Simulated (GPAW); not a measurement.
# Dielectric function and optical constants of SiO2 (Quartz)

Wanted: where SiO2 (Quartz) starts to absorb, how strongly, and its refractive index.

Method: DFT, PBE, plane-wave PAW (GPAW data sets), scalar-relativistic, RPA, optical limit, in GPAW 26.7.0.

**1. The structure**

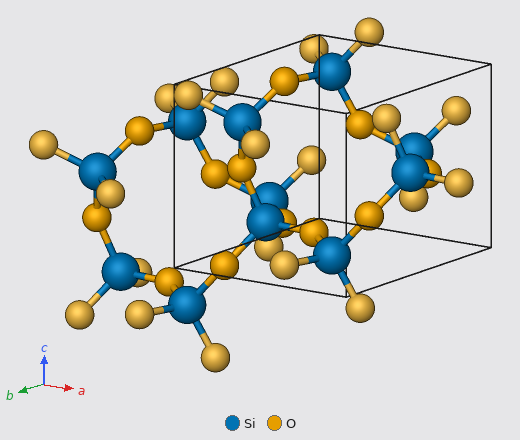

The starting structure, seen from a free direction (silicon blue, oxygen orange). 1×2×1 cells are drawn. Some periodic images of atoms are drawn too.

**2. Ground state**

The self-consistent density comes first; it also tells whether there is a gap, which decides the occupations and the need for a Drude term.

This step: DFT, PBE, plane-wave PAW (GPAW data sets), scalar-relativistic, ground state (GPAW 26.7.0).

gs.py

```python
from ase import Atoms
from ase.dft.bandgap import bandgap
from gpaw import GPAW, PW, FermiDirac

atoms = Atoms(['Si', 'Si', 'Si', 'O', 'O', 'O', 'O', 'O', 'O'],
              cell=[[4.915800000000, 0.000000000000, 0.000000000000],
                    [-2.457900000000, 4.257207679900, 0.000000000000],
                    [0.000000000000, 0.000000000000, 5.409100000000]],
              scaled_positions=[[0.469700000000, 0.469700000000, 0.000000000000],
                                [0.000000000000, 0.530300000000, 0.666666666700],
                                [0.530300000000, 0.000000000000, 0.333333333300],
                                [0.853800000000, 0.268000000000, 0.452333333300],
                                [0.732000000000, 0.585800000000, 0.785666666700],
                                [0.414200000000, 0.146200000000, 0.119000000000],
                                [0.268000000000, 0.853800000000, 0.547666666700],
                                [0.585800000000, 0.732000000000, 0.214333333300],
                                [0.146200000000, 0.414200000000, 0.881000000000]],
              pbc=[True, True, True])
atoms.calc = GPAW(mode=PW(550), xc='PBE', kpts={'size': (6, 6, 5), 'gamma': True},
                  occupations=FermiDirac(0.05), maxiter=150, txt='gs.txt')
print('energy (eV)', atoms.get_potential_energy())
print('Fermi level (eV)', atoms.calc.get_fermi_level())
print('valence electrons', atoms.calc.get_number_of_electrons())
print('gap (eV)', bandgap(atoms.calc, output=None)[0])
print('direct gap (eV)', bandgap(atoms.calc, direct=True, output=None)[0])
atoms.calc.write('gs.gpw')
```

Run with:

```bash
OMP_NUM_THREADS=1 python gs.py
```

Numbers of over 12 decimals in the logs are rounded to 6 here.

What it wrote:

```text
__  _  _
 | _ |_)|_||  |
 |__||  | ||/\| - 26.7.0

Versions:
  Python: 3.12.14
  ASE:    3.29.0
  Numpy:  2.5.5
  Scipy:  1.18.1
  Libxc:  7.0.0

Input parameters:
  mode=PW(ecut=550.0),
  kpts=MonkhorstPack(size=(6, 6, 5), gamma=True),
  maxiter=150,
  occupations=Occupations(name='fermi-dirac', width=0.05, fixmagmom=False),
  xc=XC(name='PBE')

Diagonalizing LCAO Hamiltonian
Converting LCAO to pw mode

           O      O
         SiO

                    O
               O
                 Si
               Oi

Atoms  # Å, Bohr magnetons
|   | symbol |         x |        y |        z |    initial magnetic moments |
| 0 |     Si |  1.154476 | 1.999610 | 0.000000 | ( 0.0000,  0.0000,  0.0000) |
| 1 |     Si | -1.303424 | 2.257597 | 3.606067 | ( 0.0000,  0.0000,  0.0000) |
| 2 |     Si |  2.606849 | 0.000000 | 1.803033 | ( 0.0000,  0.0000,  0.0000) |
| 3 |      O |  3.538393 | 1.140932 | 2.446716 | ( 0.0000,  0.0000,  0.0000) |
| 4 |      O |  2.158528 | 2.493872 | 4.249750 | ( 0.0000,  0.0000,  0.0000) |
| 5 |      O |  1.676779 | 0.622404 | 0.643683 | ( 0.0000,  0.0000,  0.0000) |
| 6 |      O | -0.781121 | 3.634804 | 2.962384 | ( 0.0000,  0.0000,  0.0000) |
| 7 |      O |  1.080493 | 3.116276 | 1.159350 | ( 0.0000,  0.0000,  0.0000) |
| 8 |      O | -0.299372 | 1.763335 | 4.765417 | ( 0.0000,  0.0000,  0.0000) |

Unit cell  # Å
| periodic |         x |        y |        z |  lengths |     angles |
|      yes |  4.915800 | 0.000000 | 0.000000 | 4.915800 |  90.000000 |
|      yes | -2.457900 | 4.257208 | 0.000000 | 4.915800 |  90.000000 |
|      yes |  0.000000 | 0.000000 | 5.409100 | 5.409100 | 120.000000 |

Number of symmetries: 2
Symmetry operations  # r_c * U_cc + t_c -> r_c
|   | kind |            matrix            |
| 0 |  E   |  1, 0, 0,  0, 1, 0,  0, 0, 1 |
| 1 |  C2  |  0, 1, 0,  1, 0, 0,  0, 0,-1 |

BZ-sampling:
  Number of BZ points: 180
  Number of IBZ points: 55

  Monkhorst-Pack size: [6, 6, 5]
  Monkhorst-Pack shift: [0.083333, 0.083333, 0.0]

K-points  # in reciprocal-cell coordinates
|     |                                coordinates |     weight |
|   0 | (  0.00000000,   0.00000000,   0.00000000) | 0.00555556 |
|   1 | (  0.00000000,   0.00000000,   0.20000000) | 0.01111111 |
|   2 | (  0.00000000,   0.00000000,   0.40000000) | 0.01111111 |
|   3 | (  0.16666667,  -0.16666667,  -0.40000000) | 0.01111111 |
|   4 | (  0.16666667,  -0.16666667,  -0.20000000) | 0.01111111 |
|   5 | (  0.16666667,  -0.16666667,   0.00000000) | 0.01111111 |
|   6 | (  0.16666667,  -0.16666667,   0.20000000) | 0.01111111 |
|   7 | (  0.16666667,  -0.16666667,   0.40000000) | 0.01111111 |
|   8 | (  0.16666667,   0.00000000,  -0.40000000) | 0.02222222 |
|   9 | (  0.16666667,   0.00000000,  -0.20000000) | 0.02222222 |
| ... |                                            |            |
|  54 | (  0.50000000,   0.50000000,   0.40000000) | 0.01111111 |

Plane wave coefficients: 3339
Cutoff: 550.0 eV

Spin-components: 1 (collinear spins)
Bands:           33
Projectors:      45
Spin-degeneracy: 2
Datatype:        complex128

Parallelization:
  kpt:    1
  domain: 1
  band:   1

Density:
  Valence electrons: 48.0
  Components: 1
  Grid points: [27 27 30]
  Charge: 0.0  # |e|

Potential:
  Grid points: [27 27 30]

species:
  Si:
    name:    Silicon
    id:
    Z:       14.0
    valence: 4
    core:    10
    charge:  0.0  # [|e|]
    compensation charges:
      type: gauss
      rc: 0.33  # [Å]
      lmax: 2
    cutoffs:
      filter: 1.86  # [Å]
      core: 2.06  # [Å]
    projectors
    | kind |    occ | energy [eV] | rcut [Å] |
    |   3s |  2.000 |     -10.812 |    1.058 |
    |   3p |  2.000 |      -4.081 |    1.058 |
    |    s |        |      16.399 |    1.058 |
    |    p |        |      23.130 |    1.058 |
    |    d |        |       0.000 |    1.058 |

    Using partial waves for Si as LCAO basis

  O:
    name:    Oxygen
    id:
    Z:       8.0
    valence: 6
    core:    2
    charge:  0.0  # [|e|]
    compensation charges:
      type: gauss
      rc: 0.21  # [Å]
      lmax: 2
    cutoffs:
      filter: 1.17  # [Å]
      core: 0.83  # [Å]
    projectors
    | kind |    occ | energy [eV] | rcut [Å] |
    |   2s |  2.000 |     -23.961 |    0.688 |
    |   2p |  4.000 |      -9.029 |    0.598 |
    |    s |        |       3.251 |    0.688 |
    |    p |        |      18.182 |    0.598 |
    |    d |        |       0.000 |    0.619 |

    Using partial waves for O as LCAO basis

Reference energy: -35904.146557  # eV

eigensolver:
  PPCG
  Converge bands: occupied
  niter=2

density mixing:
  MSR1-Mixer
  Pratt-step length: 0.05
  Maximum mixing coefficient: 0.75
  Old densities: 10
  SVD Regularization: 0.005
  Good broyden scale: 1.0
  Trust region scale: 1.0
  Backstep threshold: 4.0
  History deletion threshold: 6.0
  Fourier metric: weight=20.0, sigma=0.015

occupation numbers:
  Fermi-Dirac:
    width: 0.0500  # eV

poisson solver:
  ecut: 4400.0  # eV

xc functional:
  name: PBE with 2 nearest neighbor stencil

convergence criteria:
- Maximum [total energy] change in last 3 cyles: 0.0005 eV / valence electron
- Maximum integral of absolute [dens]ity change: 0.0001 electrons / valence electron
- Maximum integral of absolute [eigenst]ate change: 4e-08 eV^2 / valence electron
maximum number of iterations: 150

SCF iterations
|iter     |      energy | eigst |  dens |
|iter:   1||  -78.433742 | +0.05 |       |
|iter:   2||  -76.402802 | -1.57 | -0.69 |
|iter:   3||  -70.182958 | -0.67 | -0.74 |
|iter:   4||  -70.297863 | -2.61 | -1.36 |
|iter:   5||  -70.347322 | -3.17 | -1.66 |
|iter:   6||  -70.347722 | -4.76 | -2.76 |
|iter:   7||  -70.347766c| -6.24 | -3.26 |
|iter:   8||  -70.347769c| -7.50c| -3.94 |
|iter:   9||  -70.347769c| -7.89c| -4.85c|

Converged in 9 steps
SCF loop duration: 101.560 s (11.284 s/step)
Energy contributions relative to reference atoms: (reference = -35904.146557)

Energy contributions:
  Kinetic:          87.335957
  Coulomb:         -78.302884
  Zero:              0.453280
  External:          0.000000
  Xc:              -79.834122
  Entropy:          -0.000000
  Spinorbit:         0.000000
  ----------------------------
  Free energy:     -70.347769
  Extrapolated:    -70.347769

dipole moment: (-5.236224, -9.069405, -11.523556)  # |e|*Ang

Fermi level: 2.684
Eigenvalues  # (at kpt = [0.000, 0.000, 0.000])
| band index |      eig [eV] | occ [0-2] |
|          0 |       -18.049 |     2.000 |
|        ... |               |           |
|         16 |        -0.105 |     2.000 |
|         17 |        -0.104 |     2.000 |
|         18 |        -0.074 |     2.000 |
|         19 |         0.389 |     2.000 |
|         20 |         0.389 |     2.000 |
|         21 |         0.709 |     2.000 |
|         22 |         1.078 |     2.000 |
|         23 |         1.078 |     2.000 |
|         24 |         7.413 |     0.000 |
|         25 |        10.685 |     0.000 |
|         26 |        10.687 |     0.000 |
|         27 |        11.151 |     0.000 |
|         28 |        11.152 |     0.000 |
|         29 |        12.392 |     0.000 |
|         30 |        13.089 |     0.000 |
|         31 |        13.644 |     0.000 |
|         32 |        14.525 |     0.000 |

Gap: 6.017 eV
Transition (v -> c):
  (s=0, k=36, n=23, [0.33, 0.33, 0.00]) -> (s=0, k=0, n=24, [0.00, 0.00, 0.00])
Direct/indirect transitions are different
Direct gap: 6.335 eV
Transition at: (s=0, k=0, n=23, [0.00, 0.00, 0.00])

--- standard output ---
energy (eV) -70.347769
Fermi level (eV) 2.684030
valence electrons 48.0
gap (eV) 6.017440
direct gap (eV) 6.334988
```

Run time: 1.8 min. Hardware: 1 thread of Arm Neoverse V1, shared host; peak memory 0.31 GiB.

Read-outs, printed or worked out from the files:

| Quantity | Value |
| --- | --- |
| energy | -70.3478 eV |
| Fermi energy | 2.684 eV |
| gap on the k-mesh | 6.017 eV |
| direct gap on the mesh | 6.335 eV |
| electrons | 48 |

There is a gap, 6.02 eV on this mesh (points off the mesh can give less), so no carriers' term is needed.

**3. Bands for the response**

At the fixed density, many empty bands are solved on the mesh of the response, since the spectrum sums over them.

This step: DFT, PBE, plane-wave PAW (GPAW data sets), scalar-relativistic, bands at fixed density (GPAW 26.7.0).

nscf.py

```python
from ase.dft.bandgap import bandgap
from gpaw import GPAW, FermiDirac

calc = GPAW('gs.gpw').fixed_density(kpts={'size': (6, 6, 5), 'gamma': True}, nbands=72, convergence={'bands': 66},
                                    occupations=FermiDirac(0.001), txt='nscf.txt')
print('gap (eV)', bandgap(calc, output=None)[0])
print('direct gap (eV)', bandgap(calc, direct=True, output=None)[0])
print('top band over the Fermi level (eV)', min(calc.get_eigenvalues(kpt=k)[65] for k in range(len(calc.get_ibz_k_points()))) - calc.get_fermi_level())
calc.write('full.gpw', mode='all')
```

Run with:

```bash
OMP_NUM_THREADS=1 python nscf.py
```

What it wrote:

```text
Diagonalizing LCAO Hamiltonian
Converting LCAO to pw mode
convergence criteria:
- Maximum integral of absolute [eigenst]ate change: 4e-08 eV^2 / valence electron
maximum number of iterations: 150

SCF iterations
|iter     |      energy | eigst |  dens |
|iter:   1||             | +3.31 |       |
|iter:   2||             | +2.13 |       |
|iter:   3||             | +1.09 |       |
|iter:   4||             | +0.11 |       |
|iter:   5||             | -0.56 |       |
|iter:   6||             | -1.09 |       |
|iter:   7||             | -1.58 |       |
|iter:   8||             | -2.00 |       |
|iter:   9||             | -2.44 |       |
|iter:  10||             | -2.86 |       |
|iter:  11||             | -3.29 |       |
|iter:  12||             | -3.74 |       |
|iter:  13||             | -4.22 |       |
|iter:  14||             | -4.70 |       |
|iter:  15||             | -5.21 |       |
|iter:  16||             | -5.69 |       |
|iter:  17||             | -6.20 |       |
|iter:  18||             | -6.66 |       |
|iter:  19||             | -7.07 |       |
|iter:  20||             | -7.41c|       |
SCF steps: 20
  __  _  _
 | _ |_)|_||  |
 |__||  | ||/\| - 26.7.0

Versions:
  Python: 3.12.14
  ASE:    3.29.0
  Numpy:  2.5.5
  Scipy:  1.18.1
  Libxc:  7.0.0

Input parameters:
  mode=PW(ecut=550.0),
  convergence={'bands': 66},
  gpts=array([27, 27, 30]),
  kpts=MonkhorstPack(size=(6, 6, 5), gamma=True),
  maxiter=150,
  nbands=72,
  occupations=Occupations(name='fermi-dirac', width=0.001, fixmagmom=False),
  parallel={},
  xc=XC(name='PBE')

--- standard output ---
gap (eV) 6.017440
direct gap (eV) 6.334988
top band over the Fermi level (eV) 26.298507
```

Wall time 8.4 min (1 thread); peak memory 0.46 GiB.

**4. Dielectric function, RPA**

Local fields let the induced charge screen the field inside the cell, which as a rule lowers ε, most along directions where the density is uneven.

This step: DFT, PBE, plane-wave PAW (GPAW data sets), scalar-relativistic, RPA, optical limit (GPAW 26.7.0).

df.py

```python
from gpaw.response.df import DielectricFunction

df = DielectricFunction('full.gpw', frequencies={'type': 'nonlinear', 'domega0': 0.03, 'omega2': 8},
                        ecut=50,
                        eta=0.12,
                        nbands=66,
                        txt='df.txt')
for direction in ['x', 'z']:
    df.get_dielectric_function(xc='RPA', direction=direction, filename=f'df_{direction}.csv')
```

Run with:

```bash
OMP_NUM_THREADS=1 python df.py
```

What it wrote:

```text
Using integrator: PointIntegrator
NonLinearFrequencyDescriptor(from 0.000 to 48.709 eV, 462 points)
Nonperiodic BCs:  [False False False]
Using integrator: PointIntegrator
NonLinearFrequencyDescriptor(from 0.000 to 48.709 eV, 462 points)
Nonperiodic BCs:  [False False False]

Calculating chi0 body with:
    Ground state adapter containing:
    Number of spins: 1
    Number of kpoints: 180
    Number of irreducible kpoints: 55
    Number of completely occupied states: 24
    Number of partially occupied states: 24

    Linear response parametrization:
    q_c: [0.0, 0.0, 0.0]
    Number of frequency points: 462
    Planewave cutoff: 50.0
    Number of bands: 66
    Number of planewaves: 85
    Broadening (eta): 0.12

Integrating chi0 body.

Symmetries of q_c:
    Direct symmetries (Uq -> q): 2
    Indirect symmetries (TUq -> q): 2
In total 4 allowed symmetries.

55 groups of equivalent kpoints. 69.444444% reduction.

Integral kind: spectral function

Calculating chi0 optical extensions with:
    Ground state adapter containing:
    Number of spins: 1
    Number of kpoints: 180
    Number of irreducible kpoints: 55
    Number of completely occupied states: 24
    Number of partially occupied states: 24

    Linear response parametrization:
    Number of frequency points: 462
    Planewave cutoff: 50.0
    Number of bands: 66
    Number of planewaves: 85
    Broadening (eta): 0.12
Integrating chi0 head and wings.

Symmetries of q_c:
    Direct symmetries (Uq -> q): 2
    Indirect symmetries (TUq -> q): 2
In total 4 allowed symmetries.

55 groups of equivalent kpoints. 69.444444% reduction.

Integral kind: spectral function wings
```

Run time: 57 s. Hardware: 1 thread; peak memory 0.39 GiB.

This step gave:

* electronic dielectric constant ε∞, mean over x, y and z (by symmetry where fewer were run): 2.319

The Im ε has structure finer than the step of the table below, so its rows give means over 1 eV, whole bins alone (the curve runs from 0 to 14.0 eV). Peaks (eV: height): E ∥ x 10.4: 3.02; E ∥ z 9.7: 3.08.

Sum at mesh points, not converged in k; values under the direct gap are tails of Lorentzian lines. The Im ε by photon energy; means over each step:

| photon energy (eV) | E ∥ x | E ∥ z |
| --- | --- | --- |
| 1 | 0.00198 | 0.00206 |
| 2 | 0.00416 | 0.00435 |
| 3 | 0.00685 | 0.00716 |
| 4 | 0.0105 | 0.0110 |
| 5 | 0.0163 | 0.0172 |
| 6 | 0.0283 | 0.0293 |
| 7 | 0.0908 | 0.0908 |
| 8 | 0.556 | 0.578 |
| 9 | 1.29 | 1.60 |
| 10 | 2.58 | 2.72 |
| 11 | 2.38 | 2.11 |
| 12 | 1.85 | 1.92 |
| 13 | 1.88 | 1.90 |

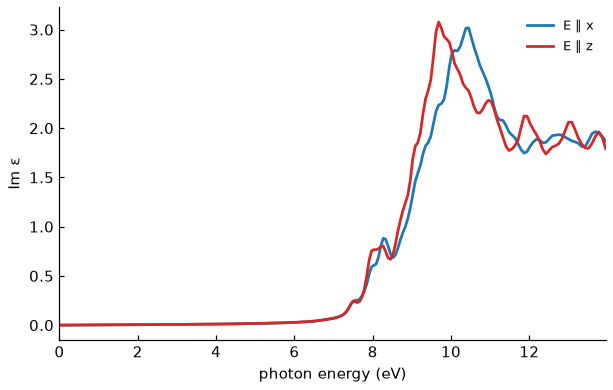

Im ε, plotted against photon energy.

The reflectivity at normal incidence has structure finer than the step of the table below, so its rows give means over 0.5 eV, whole bins alone (the curve runs from 0 to 14.0 eV). Peaks (eV: height): E ∥ x 10.45: 15.7; E ∥ z 9.62: 16.4, 11.94: 11.1, 13.08: 10.8.

Sum at mesh points, not converged in k. The reflectivity at normal incidence by photon energy; means over each step:

```
photon energy (eV)  E ∥ x (%)  E ∥ z (%)
               0.5       4.26       4.39
               1.0       4.29       4.42
               1.5       4.33       4.46
               2.0       4.40       4.53
               2.5       4.48       4.62
               3.0       4.59       4.73
               3.5       4.73       4.87
               4.0       4.90       5.05
               4.5       5.10       5.27
               5.0       5.36       5.54
               5.5       5.68       5.88
               6.0       6.10       6.32
               6.5       6.67       6.91
               7.0       7.47       7.78
               7.5       8.63       9.06
               8.0       9.89       10.4
               8.5       10.1       11.0
               9.0       12.2       13.4
               9.5       13.4       15.5
              10.0       14.7       14.6
              10.5       15.1       12.1
              11.0       12.5       11.5
              11.5       10.2       9.53
              12.0       9.30       10.5
              12.5       9.75       9.20
              13.0       9.78       10.3
              13.5       9.71       9.54
```

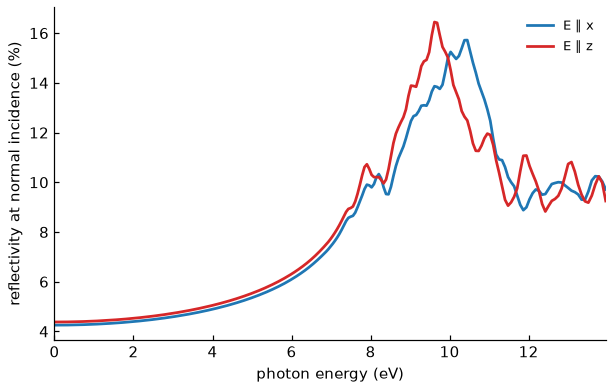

Reflectivity at normal incidence against photon energy.

The Im ε, E ∥ x has structure finer than the step of the table below, so its rows give means over 1 eV, whole bins alone (the curve runs from 0 to 14.0 eV). Peaks (eV: height): without local fields 10.4: 3.49; with local fields 10.4: 3.02.

Sum at mesh points, not converged in k; values under the direct gap are tails of Lorentzian lines. Table of Im ε, E ∥ x by photon energy; means over each step:

```
photon energy (eV)  without local fields  with local fields
                 1               0.00226            0.00198
                 2               0.00475            0.00416
                 3               0.00781            0.00685
                 4                0.0120             0.0105
                 5                0.0185             0.0163
                 6                0.0315             0.0283
                 7                0.0956             0.0908
                 8                 0.582              0.556
                 9                  1.43               1.29
                10                  2.98               2.58
                11                  2.77               2.38
                12                  2.44               1.85
                13                  2.26               1.88
```

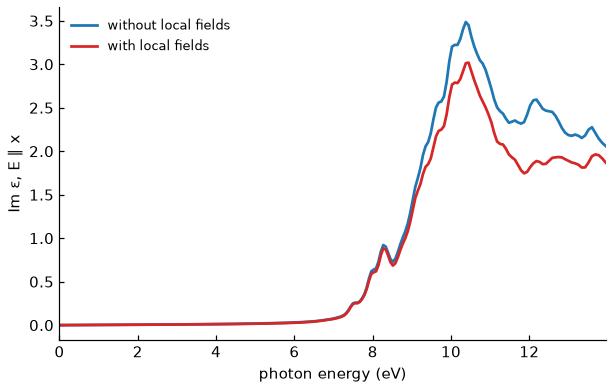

Im ε, E ∥ x, plotted against photon energy.

Sum at mesh points, not converged in k; values under the direct gap are tails of Lorentzian lines. Table of loss function −Im 1/ε at q → 0 by energy loss; read off at these points:

| energy loss (eV) | E ∥ x | E ∥ z |
| --- | --- | --- |
| 0.0 | 0 | 0 |
| 1.0 | 3.7e-4 | 3.7e-4 |
| 2.0 | 7.5e-4 | 7.7e-4 |
| 3.0 | 0.00119 | 0.00122 |
| 4.0 | 0.00173 | 0.00176 |
| 5.0 | 0.00245 | 0.00249 |
| 6.0 | 0.00362 | 0.00366 |
| 7.0 | 0.00762 | 0.00700 |
| 8.0 | 0.0458 | 0.0542 |
| 9.0 | 0.0732 | 0.0794 |
| 10.0 | 0.146 | 0.204 |
| 11.0 | 0.281 | 0.257 |
| 11.7 | 0.299 | 0.243 |
| 12.0 | 0.269 | 0.282 |
| 13.0 | 0.301 | 0.277 |

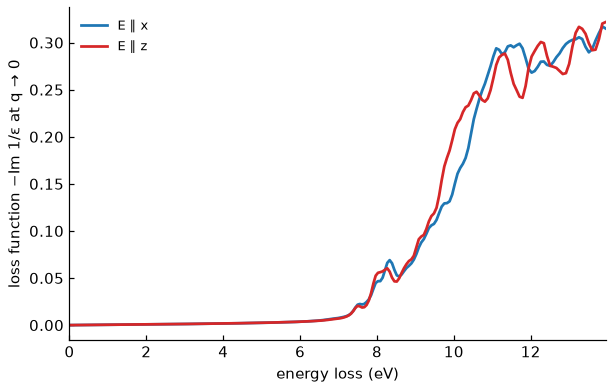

Loss function −Im 1/ε at q → 0 against energy loss.

Optical constants at common wavelengths, from n + ik = √ε:

```csv
wavelength (nm),n x,k x,R (%) x,1/α x,n z,k z,R (%) z,1/α z
1064,1.52,0.001,4.3,112 µm,1.53,0.001,4.4,108 µm
800,1.53,0.001,4.3,62 µm,1.54,0.001,4.5,60 µm
532,1.53,0.002,4.5,26 µm,1.54,0.002,4.6,25 µm
450,1.54,0.002,4.5,18 µm,1.55,0.002,4.7,17 µm
365,1.55,0.003,4.7,11 µm,1.56,0.003,4.8,11 µm
308,1.57,0.003,4.9,7.3 µm,1.58,0.004,5.1,7.0 µm
248,1.60,0.005,5.4,3.9 µm,1.62,0.005,5.5,3.8 µm
```

Below the direct gap, k and the depth come from the tails of the Lorentzian lines, not from transitions.

**5. Results**

- electronic dielectric constant ε∞, mean over x, y and z (by symmetry where fewer were run) (RPA): 2.32

In words: At this level (PBE, RPA) SiO2 has a mean ε∞ = 2.32 and n = 1.52 at 1550 nm (E ∥ x). On the mesh the gap is 6.02 eV and the least direct gap 6.33 eV, so on this mesh the band edges lie at different points. Local fields change the static value along x from 2.45 to 2.31 (-6 %). The static values by axis are 2.31 (x), 2.34 (z). Excitons and phonon-assisted transitions are missing; PBE gaps are as a rule too small, which pulls the onset down and ε∞ up. In this version of GPAW the matrix elements of the optical limit are incomplete, which can lower ε − 1 by up to a tenth where first-row anions or d states rule, and shift it by more in d metals. The sum runs over mesh points 0.25 Å⁻¹ apart with no interpolation, so peaks are partly noise of the mesh and static values carry its error.

[Machine, clock and banner lines and Python warnings are left out of the logs.]

[Logs are printed without paths, hosts, clocks, repeated set-up lines and the standing remarks that a program may print on its own settings, such as how far it seeks lower states.]

[Hosts, paths, dates, database ids (printed as entryN), source tags and the programs' standing remarks are cut or masked in the printed files.]
